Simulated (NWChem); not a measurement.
# C3H8Si (SMILES CC[Si]C): levels of theory compared

We compute a comparison of 4 runs (HF/STO-3G, HF/3-21G, B3LYP/6-31G*) of C3H8Si. 

Program for the calculation: NWChem 7.3.0.

## Step 1: The molecule

The species is C3H8Si (12 atoms), meant as a singlet with charge 0. As SMILES, `CC[Si]C`. The coordinates come from a PBE0-D4/def2-TZVP relaxation. This is one conformer, not always the lowest.

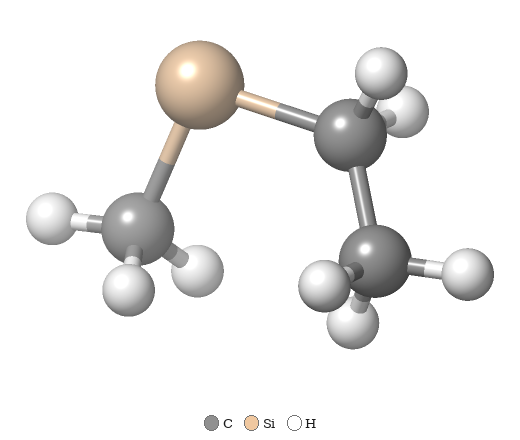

Viewed from a chosen angle; carbon grey, silicon light orange, hydrogen white.

## Step 2: Energy and gradient at HF/STO-3G (run 1)

Input file run.py:

```python
from ase import Atoms
from ase.calculators.nwchem import NWChem

system = Atoms(['C', 'C', 'Si', 'C', 'H', 'H', 'H', 'H', 'H', 'H', 'H', 'H'], positions=[
    [-0.831200, 1.128500, 0.136700],
    [-0.420200, 0.079800, 1.160800],
    [1.062900, -1.080700, 0.891700],
    [1.152100, -1.080600, -1.002700],
    [-1.021300, 0.685800, -0.843200],
    [-1.739900, 1.657700, 0.437900],
    [-0.049400, 1.881500, 0.004200],
    [-1.226000, -0.671500, 1.280700],
    [-0.331400, 0.517800, 2.161600],
    [0.180400, -1.328900, -1.447400],
    [1.400100, -0.071200, -1.357700],
    [1.901100, -1.773400, -1.388700],
])

calc = NWChem(
    label='nw',
    theory='scf',
    memory='2200 mb',
    basis='STO-3G',
    basispar='spherical bse',
    scf={'nopen': '0', 'rhf': None, 'thresh': '1e-08', 'maxiter': '80', 'print': 'low'},
)
system.calc = calc

forces = system.get_forces()
print(f"energy = {system.get_potential_energy():.6f} eV")
print("forces (eV/A):")
for s, f in zip(system.symbols, forces):
    print(f"{s:2s} {f[0]:10.5f} {f[1]:10.5f} {f[2]:10.5f}")
```

Command:

```bash
$ export ASE_NWCHEM_COMMAND="nwchem PREFIX.nwi > PREFIX.nwo"
$ python run.py
```

Output:

```text
energy = -10950.891908 eV
forces (eV/A):
C    -0.23541    0.76243   -0.58102
C    -0.14707   -1.49294    0.94385
Si    0.33368   -0.01409    0.02437
C    -0.45133    0.53453   -0.19294
H     0.01759    0.09133    0.28262
H     0.22507   -0.15473   -0.05116
H    -0.19700   -0.19088    0.05343
H     0.20430    0.72968   -0.21320
H    -0.02309    0.10161   -0.55592
H     0.60498   -0.00339    0.13102
H    -0.01100   -0.64026    0.06495
H    -0.32067    0.27670    0.09395
```

The calculator wrote nw.nwi:

```
title "nw"

permanent_dir nw

scratch_dir nw

start nw

geometry units angstrom nocenter noautosym noautoz
  C  -8.3120000000000005e-01 1.1285000000000001e+00 1.3669999999999999e-01
  C  -4.2020000000000002e-01 7.9799999999999996e-02 1.1608000000000001e+00
  Si 1.0629000000000000e+00 -1.0807000000000000e+00 8.9170000000000005e-01
  C  1.1520999999999999e+00 -1.0806000000000000e+00 -1.0026999999999999e+00
  H  -1.0213000000000001e+00 6.8579999999999997e-01 -8.4319999999999995e-01
  H  -1.7399000000000000e+00 1.6577000000000000e+00 4.3790000000000001e-01
  H  -4.9399999999999999e-02 1.8815000000000000e+00 4.1999999999999997e-03
  H  -1.2260000000000000e+00 -6.7149999999999999e-01 1.2806999999999999e+00
  H  -3.3139999999999997e-01 5.1780000000000004e-01 2.1616000000000000e+00
  H  1.8040000000000000e-01 -1.3289000000000000e+00 -1.4474000000000000e+00
  H  1.4000999999999999e+00 -7.1199999999999999e-02 -1.3576999999999999e+00
  H  1.9011000000000000e+00 -1.7734000000000001e+00 -1.3887000000000000e+00
end

memory 2200 mb

basis spherical bse noprint
   * library STO-3G
end

scf
  nopen 0
  rhf
  thresh 1e-08
  maxiter 80
  print low
end

task scf gradient
```

nw.nwo:

```text
Northwest Computational Chemistry Package (NWChem) 7.3.0
             --------------------------------------------------------

           Job information
           ---------------

    nwchem branch   = 7.3.0
    use scalapack   = T
    input           = nw.nwi
    prefix          = nw.
    data base       = nw/nw.db
    status          = startup
    nproc           =        1

           Memory information
           ------------------

    heap     =     72089594 doubles =      550.0 Mbytes
    stack    =     72089599 doubles =      550.0 Mbytes
    global   =    144179200 doubles =     1100.0 Mbytes (distinct from heap & stack)
    total    =    288358393 doubles =     2200.0 Mbytes
    verify   = yes
    hardfail = no

[... 37 lines left out ...]
            Nuclear Dipole moment (a.u.)
[... 78 lines left out ...]
       Final RHF  results
       ------------------

         Total SCF energy =   -402.437858113955
      One-electron energy =   -863.175704006859
      Two-electron energy =    306.400246683852
 Nuclear repulsion energy =    154.337599209052

        Time for solution =      2.5s

                              NWChem Gradients Module
                              -----------------------

                         RHF ENERGY GRADIENTS

    atom               coordinates                        gradient
                 x          y          z           x          y          z
   1 C      -1.570740   2.132556   0.258326    0.004578  -0.014827   0.011299
   2 C      -0.794063   0.150800   2.193594    0.002860   0.029033  -0.018355
   3 Si      2.008590  -2.042227   1.685069   -0.006489   0.000274  -0.000474
[... 8 lines of this table left out ...]
  12 H       3.592558  -3.351240  -2.624262    0.006236  -0.005381  -0.001827

 Task  times  cpu:        2.9s     wall:        2.9s
 Total times  cpu:        2.9s     wall:        2.9s
```

Wall time 4.2 s (1 thread of Intel Xeon Platinum 8375C at 2.90GHz (Ice Lake), shared host); peak memory 0.098 GiB.

## Step 3: Energy and forces at HF/3-21G (run 2)

Edit run.py of step 2 so:

```diff
@@ -19,6 +19,6 @@
 calc = NWChem(
-    label='nw',
+    label='c3h8si',
     theory='scf',
     memory='2200 mb',
-    basis='STO-3G',
+    basis='3-21G',
     basispar='spherical bse',
@@ -29,3 +29,3 @@
 forces = system.get_forces()
-print(f"energy = {system.get_potential_energy():.6f} eV")
+print("Total energy (eV):", round(system.get_potential_energy(), 6))
 print("forces (eV/A):")
```

Command:

```bash
$ export ASE_NWCHEM_COMMAND="nwchem PREFIX.nwi > PREFIX.nwo"
$ python run.py
```

Output:

```text
Total energy (eV): -11020.006757
forces (eV/A):
C    -0.19700    0.58955   -0.61290
C    -0.70191   -0.14758    0.95619
Si    0.73117   -0.44660    0.68181
C     0.07559    0.03646   -1.10239
H     0.03702    0.10552    0.29023
H     0.24950   -0.17412   -0.03039
H    -0.18255   -0.18471    0.05271
H    -0.01003    0.30473   -0.05636
H    -0.03420   -0.02216   -0.32401
H     0.25546    0.01342    0.06022
H    -0.01378   -0.25747    0.00026
H    -0.20934    0.18296    0.08464
```

The calculator wrote c3h8si.nwi:

```
title "c3h8si"

permanent_dir c3h8si

scratch_dir c3h8si

start c3h8si

geometry units angstrom nocenter noautosym noautoz
  C  -8.3120000000000005e-01 1.1285000000000001e+00 1.3669999999999999e-01
  C  -4.2020000000000002e-01 7.9799999999999996e-02 1.1608000000000001e+00
  Si 1.0629000000000000e+00 -1.0807000000000000e+00 8.9170000000000005e-01
  C  1.1520999999999999e+00 -1.0806000000000000e+00 -1.0026999999999999e+00
  H  -1.0213000000000001e+00 6.8579999999999997e-01 -8.4319999999999995e-01
  H  -1.7399000000000000e+00 1.6577000000000000e+00 4.3790000000000001e-01
  H  -4.9399999999999999e-02 1.8815000000000000e+00 4.1999999999999997e-03
  H  -1.2260000000000000e+00 -6.7149999999999999e-01 1.2806999999999999e+00
  H  -3.3139999999999997e-01 5.1780000000000004e-01 2.1616000000000000e+00
  H  1.8040000000000000e-01 -1.3289000000000000e+00 -1.4474000000000000e+00
  H  1.4000999999999999e+00 -7.1199999999999999e-02 -1.3576999999999999e+00
  H  1.9011000000000000e+00 -1.7734000000000001e+00 -1.3887000000000000e+00
end

memory 2200 mb

basis spherical bse noprint
   * library 3-21G
end

scf
  nopen 0
  rhf
  thresh 1e-08
  maxiter 80
  print low
end

task scf gradient
```

c3h8si.nwo:

```text
Northwest Computational Chemistry Package (NWChem) 7.3.0
             --------------------------------------------------------

           Job information
           ---------------

    nwchem branch   = 7.3.0
    use scalapack   = T
    input           = c3h8si.nwi
    prefix          = c3h8si.
    data base       = c3h8si/c3h8si.db
    status          = startup
    nproc           =        1

           Memory information
           ------------------

    heap     =     72089594 doubles =      550.0 Mbytes
    stack    =     72089599 doubles =      550.0 Mbytes
    global   =    144179200 doubles =     1100.0 Mbytes (distinct from heap & stack)
    total    =    288358393 doubles =     2200.0 Mbytes
    verify   = yes
    hardfail = no

[... 37 lines left out ...]
            Nuclear Dipole moment (a.u.)
[... 78 lines left out ...]
       Final RHF  results
       ------------------

         Total SCF energy =   -404.977781986260
      One-electron energy =   -863.025905252693
      Two-electron energy =    303.710524057381
 Nuclear repulsion energy =    154.337599209052

        Time for solution =      2.6s

                              NWChem Gradients Module
                              -----------------------

                         RHF ENERGY GRADIENTS

    atom               coordinates                        gradient
                 x          y          z           x          y          z
   1 C      -1.570740   2.132556   0.258326    0.003831  -0.011465   0.011919
   2 C      -0.794063   0.150800   2.193594    0.013650   0.002870  -0.018595
   3 Si      2.008590  -2.042227   1.685069   -0.014219   0.008685  -0.013259
[... 8 lines of this table left out ...]
  12 H       3.592558  -3.351240  -2.624262    0.004071  -0.003558  -0.001646

 Task  times  cpu:        3.0s     wall:        3.0s
 Total times  cpu:        3.1s     wall:        3.1s
```

It took 4.2 s on 1 thread of Intel Xeon Platinum 8375C at 2.90GHz (Ice Lake), shared host; peak memory 0.098 GiB.

Run 3 isn't shown in full; the table further down has it.

## Step 4: Energy and gradient at B3LYP/6-31G(d) (Cartesian functions) (run 4)

Input file c3h8si.xyz:

```xyz
12
C3H8Si gradient
C     -0.831200     1.128500     0.136700
C     -0.420200     0.079800     1.160800
Si     1.062900    -1.080700     0.891700
C      1.152100    -1.080600    -1.002700
H     -1.021300     0.685800    -0.843200
H     -1.739900     1.657700     0.437900
H     -0.049400     1.881500     0.004200
H     -1.226000    -0.671500     1.280700
H     -0.331400     0.517800     2.161600
H      0.180400    -1.328900    -1.447400
H      1.400100    -0.071200    -1.357700
H      1.901100    -1.773400    -1.388700
```

Input file c3h8si.nw:

```
start c3h8si
title "C3H8Si gradient"
memory stack 880 mb heap 220 mb global 1100 mb
geometry units angstrom noautosym nocenter noautoz
  load c3h8si.xyz
end
basis
  * library 6-31G*
end
dft
  xc b3lyp
  grid xfine
  convergence energy 1e-08
  iterations 100
  mulliken
  print medium
end
task dft gradient
```

Command:

```bash
$ nwchem c3h8si.nw > c3h8si.out
```

Output:

```text
[...]
          Wavefunction type:  closed shell.
          No. of atoms     :    12
          No. of electrons :    40
[...]
          Charge           :     0
          Spin multiplicity:     1
[...]
          AO basis - number of functions:    80
[...]
              XC Information
              --------------
                         B3LYP Method XC Potential
                     Hartree-Fock (Exact) Exchange  0.200
                        Slater Exchange Functional  0.800 local
                    Becke 1988 Exchange Functional  0.720 non-local
              Lee-Yang-Parr Correlation Functional  0.810
                  VWN I RPA Correlation Functional  0.190 local
[...]
 d= 0,ls=0.0,diis     1   -408.5395141688 -5.63D+02  8.56D-03  4.24D-01     5.4
[...]
 d= 0,ls=0.0,diis     8   -408.5785946807  3.00D-09  3.08D-06  8.31D-08    37.3
         Total DFT energy =     -408.578594680711
      One electron energy =     -866.324068282709
           Coulomb energy =      343.587000000933
    Exchange-Corr. energy =      -40.179125607987
 Nuclear repulsion energy =      154.337599209052
[...]
  wavefunction    = closed shell
                         DFT ENERGY GRADIENTS
    atom               coordinates                        gradient
                 x          y          z           x          y          z
   1 C      -1.570740   2.132556   0.258326    0.001618  -0.002937   0.002237
   2 C      -0.794063   0.150800   2.193594    0.001387   0.001592  -0.003934
   3 Si      2.008590  -2.042227   1.685069   -0.005836   0.004362  -0.006395
   4 C       2.177153  -2.042038  -1.894828   -0.000461  -0.000006   0.003401
   5 H      -1.929977   1.295974  -1.593417    0.000601   0.000554   0.001959
   6 H      -3.287934   3.132599   0.827511    0.002014  -0.001405  -0.000445
   7 H      -0.093352   3.555519   0.007937   -0.001437  -0.001828   0.000370
   8 H      -2.316804  -1.268951   2.420172    0.002318   0.000412  -0.000299
   9 H      -0.626255   0.978500   4.084832    0.000360  -0.001323  -0.001685
  10 H       0.340907  -2.511257  -2.735189    0.001361   0.000686   0.001760
  11 H       2.645805  -0.134548  -2.565681   -0.000649  -0.001390   0.001567
[...]
```

It took 46 s on 1 thread of Intel Xeon Platinum 8375C at 2.90GHz (Ice Lake), shared host; peak memory 0.16 GiB.

## Step 5: Overview of the runs

```tsv
run	level	iteration cap	module	energy (Eh)	largest force (eV/Å)	wall time
1	HF/STO-3G	80	scf	-402.437858	1.772	4.2 s
2	HF/3-21G	80	scf	-404.977782	1.195	4.2 s
3	B3LYP/6-31G* (spherical functions)	100	dft	-408.574644	0.508	45 s
4	B3LYP/6-31G* (Cartesian functions)	100	dft	-408.578595	0.499	46 s
```

## Step 6: What came out

```
                       quantity          value
            run 4: total energy  -408.57859 Eh
           run 4: dipole moment         1.54 D
             run 4: HOMO energy       -5.49 eV
             run 4: LUMO energy       -2.07 eV
           run 4: HOMO–LUMO gap        3.42 eV
run 4: largest force on an atom     0.499 eV/Å
```

In run 1 the basis is minimal, so the values are rough. All runs together took 99 s, the longest 46 s.
